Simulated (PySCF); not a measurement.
**C2H3BS2: electronic excitations and core binding energies**

Wanted: the electronic excitations and core binding energies of C2H3BS2 (`B1SC=CS1`), by calculation.

Programs: PySCF 2.14.0, with density-fitted response routines of our own. Each step states its level of theory. These are calculated values for one molecule in the gas phase, unless marked as measured. Atoms count from 0, in the outputs and in this text.

### Step 1. Starting geometry

8 atoms, charge 0, multiplicity 1; geometry from: GFN2-xTB.

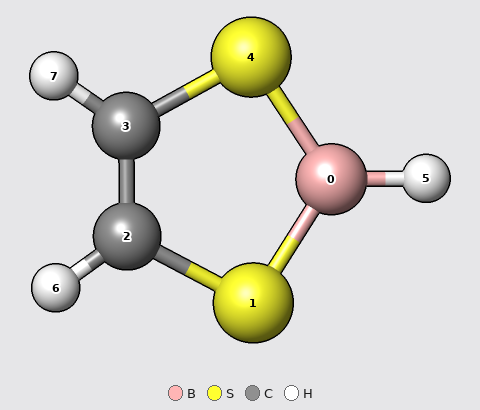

The starting geometry (boron pink, sulfur yellow, carbon grey, hydrogen white), atoms numbered.

### Step 2. Excited states and response: CAM-B3LYP/def2-SVPD

The job: settings as JSON, then the geometry in Å.

```
{"job": {"kind": "uv", "xc": "CAM-B3LYP", "basis": "def2-SVPD", "nstates": 8, "ntriplets": 3}, "charge": 0, "multiplicity": 1}
B      1.564031     0.127645    -0.105453
S      0.753493    -1.058014     0.940498
C     -0.861284    -0.570334     0.499086
C     -0.999387     0.422809    -0.382176
S      0.445517     1.157645    -1.024635
H      2.718688     0.220920    -0.181431
H     -1.673173    -1.100809     0.961924
H     -1.938827     0.809550    -0.732377
```

With the program's defaults for keys left out, this is: TDDFT CAM-B3LYP/def2-SVPD, vertical, gas phase, core orbitals frozen in the response.

Launch:

```
OMP_NUM_THREADS=1 python probes_run.py task.json out
```

The driver reads the jobs from task.json and runs them one after another.

The program printed:

```text
coarse grid: 8368 points
cycle   1  E = -898.8260638403  dE =  9.131e-01  |g| = 1.831e-01  |ddm| = 4.532e+00
cycle   2  E = -898.8394111403  dE = -1.335e-02  |g| = 8.689e-02  |ddm| = 6.348e-01
cycle   3  E = -898.8412035734  dE = -1.792e-03  |g| = 4.452e-02  |ddm| = 2.986e-01
cycle   4  E = -898.8417627576  dE = -5.592e-04  |g| = 1.268e-02  |ddm| = 8.285e-02
cycle   5  E = -898.8418081444  dE = -4.539e-05  |g| = 2.899e-03  |ddm| = 3.874e-02
cycle   6  E = -898.8418107561  dE = -2.612e-06  |g| = 1.008e-03  |ddm| = 7.327e-03
final grid: 73232 points
cycle   7  E = -898.9345598479  dE = -1.376e-05  |g| = 2.389e-03  |ddm| = 4.223e-02
cycle   8  E = -898.9345592304  dE =  6.175e-07  |g| = 2.804e-03  |ddm| = 8.696e-03
cycle   9  E = -898.9345615804  dE = -2.350e-06  |g| = 1.391e-04  |ddm| = 4.644e-03
cycle  10  E = -898.9345615873  dE = -6.869e-09  |g| = 6.056e-05  |ddm| = 4.405e-04
cycle  11  E = -898.9345615884  dE = -1.071e-09  |g| = 1.469e-05  |ddm| = 1.394e-04
cycle  12  E = -898.9345615884  dE = -7.685e-11  |g| = 4.638e-06  |ddm| = 3.740e-05
converged SCF energy = -898.9345615884

Static polarisability (au): isotropic 70.983, principal 49.705 76.885 86.357

Singlet excitations
state   eV       nm        f      main configurations
  1   5.6768    218.4   0.04890   H->L 0.96
  2   6.0147    206.1   0.01329   H->L+1 0.63, H-1->L 0.36
  3   6.1784    200.7   0.00001   H->L+3 0.43, H->L+2 0.34, H->L+7 0.11
  4   6.7160    184.6   0.01389   H->L+2 0.59, H->L+3 0.23
  5   6.8464    181.1   0.00008   H-1->L+3 0.24, H->L+5 0.24, H-2->L 0.18
  6   6.8791    180.2   0.33496   H-1->L 0.56, H->L+1 0.32
  7   6.9735    177.8   0.08830   H-1->L+1 0.93
  8   6.9803    177.6   0.00003   H-2->L 0.78, H->L+5 0.09

Triplet excitations (Tamm-Dancoff, eV): 4.1855 4.4749 5.4851
```

Wall time 14 s (1 thread of Arm Neoverse V1, shared host); peak memory 0.57 GiB.

The orbitals next to the gap, with their largest atomic shares:

```
orbital      eV                      atoms
 HOMO−3  -11.78  B0 33 %, H5 20 %, S4 14 %
 HOMO−2  -10.45  S1 39 %, S4 39 %, B0 13 %
 HOMO−1   -9.40   S4 36 %, S1 36 %, C3 9 %
   HOMO   -8.40  C3 23 %, C2 23 %, S1 17 %
   LUMO    0.33  B0 41 %, S4 23 %, S1 23 %
 LUMO+1    0.81  C2 31 %, C3 31 %, S1 12 %
 LUMO+2    0.97  B0 25 %, S1 24 %, S4 24 %
```

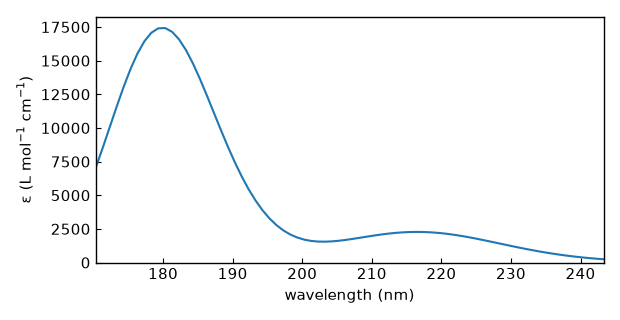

Absorption spectrum: each of the 8 states is a Gaussian band of 0.4 eV half-width at 1/e. Beyond the last state computed it falls off for lack of states.

Further results of this job:

```
           property  computed
  dipole moment (D)      1.44
polarisability (Å³)     10.52
 HOMO–LUMO gap (eV)      8.72
      −ε(HOMO) (eV)      8.40
```

### Step 3. X-ray photoelectron lines: SCAN, X2C

Same as in step 2 but for these lines:

```diff
@@ -1,2 +1,2 @@
-{"job": {"kind": "uv", "xc": "CAM-B3LYP", "basis": "def2-SVPD", "nstates": 8, "ntriplets": 3}, "charge": 0, "multiplicity": 1}
+{"job": {"kind": "xps"}, "charge": 0, "multiplicity": 1}
 B      1.564031     0.127645    -0.105453
```

With the program's defaults for keys left out, this is: delta-SCF UKS SCAN, pcX-2 on the ionised atom, pcseg-1 elsewhere, spin-free X2C.

The program printed:

```text
ground state, core basis on atom 0 (B), 124 functions
  cycle   1  E = -901.19623171  |g| = 2.82e-01
  cycle   2  E = -901.17814576  |g| = 3.78e-01
  cycle   3  E = -901.21955648  |g| = 7.13e-02
  cycle   4  E = -901.22102589  |g| = 1.68e-02
  cycle   5  E = -901.22110805  |g| = 5.15e-03
  cycle   6  E = -901.22111114  |g| = 1.66e-03
  cycle   7  E = -901.22111415  |g| = 1.51e-03
  cycle   8  E = -901.22111081  |g| = 2.06e-04
  E(ground) = -901.25453731 Eh
hole in B 1s of atom 0
  cycle   1  E = -893.58580822  |g| = 1.18e+00
  cycle   2  E = -891.87277477  |g| = 2.07e+00
  cycle   3  E = -893.82898112  |g| = 5.49e-01
  cycle   4  E = -893.88673433  |g| = 4.63e-01
  cycle   5  E = -894.01852512  |g| = 1.14e-01
  cycle   6  E = -894.02566844  |g| = 3.47e-02
  cycle   7  E = -894.02665622  |g| = 1.26e-02
  cycle   8  E = -894.02692955  |g| = 8.15e-03
  cycle   9  E = -894.02707098  |g| = 7.11e-03
  cycle  10  E = -894.02710254  |g| = 5.70e-03
  cycle  11  E = -894.02713887  |g| = 2.17e-03
  cycle  12  E = -894.02714400  |g| = 5.99e-04
  cycle  13  E = -894.02714446  |g| = 3.23e-04
  E(ion) = -894.06233127 Eh   <S^2> = 0.8896   hole on atom = 1.000   binding energy = 195.710 eV
ground state, core basis on atom 1 (S), 135 functions
  cycle   1  E = -901.37529488  |g| = 4.05e-01
  cycle   2  E = -901.37472473  |g| = 5.70e-02
  cycle   3  E = -901.37185764  |g| = 1.10e-01
  cycle   4  E = -901.37566819  |g| = 7.57e-03
  cycle   5  E = -901.37567785  |g| = 5.48e-03
  cycle   6  E = -901.37568597  |g| = 5.55e-04
  cycle   7  E = -901.37568511  |g| = 3.82e-04
  E(ground) = -901.39365706 Eh
hole in S 1s of atom 1
  cycle   1  E = -809.11266315  |g| = 5.08e+00
  cycle   2  E = -808.62104868  |g| = 2.52e+00
  cycle   3  E = -806.41501286  |g| = 2.44e+00
  cycle   4  E = -810.28951211  |g| = 2.69e-01
  cycle   5  E = -810.26515735  |g| = 3.52e-01
  cycle   6  E = -810.32806960  |g| = 6.45e-02
  cycle   7  E = -810.33011785  |g| = 2.33e-02
  cycle   8  E = -810.33033773  |g| = 1.03e-02
  cycle   9  E = -810.33040447  |g| = 3.16e-03
  cycle  10  E = -810.33041189  |g| = 3.49e-04
  E(ion) = -810.34043030 Eh   <S^2> = 0.7514   hole on atom = 1.000   binding energy = 2477.685 eV
hole in S 2p of atom 1
  cycle   1  E = -894.66647083  |g| = 1.52e+00
  cycle   2  E = -893.93551348  |g| = 1.68e+00
  cycle   3  E = -894.74268515  |g| = 7.27e-01
  cycle   4  E = -895.05701198  |g| = 3.00e-01
  cycle   5  E = -895.09849078  |g| = 1.44e-01
  cycle   6  E = -895.10837459  |g| = 4.28e-02
  cycle   7  E = -895.10922049  |g| = 1.82e-02
  cycle   8  E = -895.10940018  |g| = 7.54e-03
  cycle   9  E = -895.10943741  |g| = 1.46e-03
  cycle  10  E = -895.10943908  |g| = 1.37e-03
  cycle  11  E = -895.10943927  |g| = 4.58e-04
  E(ion) = -895.13488672 Eh   <S^2> = 0.7541   hole on atom = 1.001   binding energy = 170.310 eV
  2p3/2 = 169.780 eV   2p1/2 = 171.013 eV
ground state, core basis on atom 2 (C), 124 functions
  cycle   1  E = -901.22880020  |g| = 6.52e-02
  cycle   2  E = -901.22819009  |g| = 5.77e-02
  cycle   3  E = -901.22888074  |g| = 2.95e-02
  cycle   4  E = -901.22911347  |g| = 6.56e-03
  cycle   5  E = -901.22912684  |g| = 1.71e-03
  cycle   6  E = -901.22912844  |g| = 2.74e-04
  E(ground) = -901.26161833 Eh
hole in C 1s of atom 2
  cycle   1  E = -889.93428814  |g| = 1.52e+00
  cycle   2  E = -888.24966560  |g| = 2.30e+00
  cycle   3  E = -890.28589188  |g| = 6.11e-01
  cycle   4  E = -890.34233844  |g| = 5.26e-01
  cycle   5  E = -890.52053000  |g| = 1.23e-01
  cycle   6  E = -890.52521211  |g| = 6.69e-02
  cycle   7  E = -890.52764685  |g| = 2.50e-02
  cycle   8  E = -890.52811966  |g| = 6.79e-03
  cycle   9  E = -890.52819021  |g| = 4.38e-03
  cycle  10  E = -890.52823062  |g| = 3.47e-03
  cycle  11  E = -890.52824944  |g| = 1.48e-03
  cycle  12  E = -890.52824909  |g| = 5.89e-04
  cycle  13  E = -890.52825083  |g| = 1.70e-04
  E(ion) = -890.56188887 Eh   <S^2> = 0.7995   hole on atom = 1.000   binding energy = 291.154 eV
```

Wall time 22 s (1 thread of Arm Neoverse V1, shared host); peak memory 0.42 GiB.

Binding energies by hole, beside the orbital energy of the ground state; the difference holds orbital relaxation and, for a density functional, its self-interaction error:

```
     hole  stands for                                   environment  ΔSCF (eV; 2p as the shell's mean)  −ε (eV)   ⟨S²⟩
B1s on B0          B0  boron bonded to 2 S, H, in a 5-membered ring                  195.71 (doubtful)    180.8  0.890
S1s on S1      S1, S4   sulfur bonded to C, B, in a 5-membered ring                            2477.68   2415.6  0.751
S2p on S1      S1, S4   sulfur bonded to C, B, in a 5-membered ring                             170.19    158.7  0.754
C1s on C2      C2, C3                                     alkene CH                             291.15    275.0  0.800
```

Each hole run stands for the others of its class of like atoms.

Doubtful: the ion did not converge, its hole moved, or its ⟨S²⟩ is well above 0.75.

With the spin-orbit splitting: S1 2p3/2 169.78, 2p1/2 171.01 eV. The table gives each 2p level as the mean over the whole 2p shell (two parts 2p3/2, one part 2p1/2), which differs a little from the single hole in the log.

### Step 4. Outcome

```
                                quantity                        value
    lowest singlet (CAM-B3LYP/def2-SVPD)  5.68 eV (218 nm), f = 0.049
brightest single state of those computed  state 6, 6.88 eV, f = 0.335
                          lowest triplet                      4.19 eV
        S1s binding energies, SCAN/pcX-2                S1 2477.68 eV
        S2p binding energies, SCAN/pcX-2                 S1 170.19 eV
        C1s binding energies, SCAN/pcX-2                 C2 291.15 eV
```

What this shows: The lowest singlet, at 5.68 eV, is HOMO→LUMO 0.96 and is weak; of the 8 states computed, the strongest absorption comes from state 6 at 6.88 eV. The lowest triplet lies 1.49 eV below the lowest singlet (triplets in Tamm-Dancoff, singlets in full TDDFT).
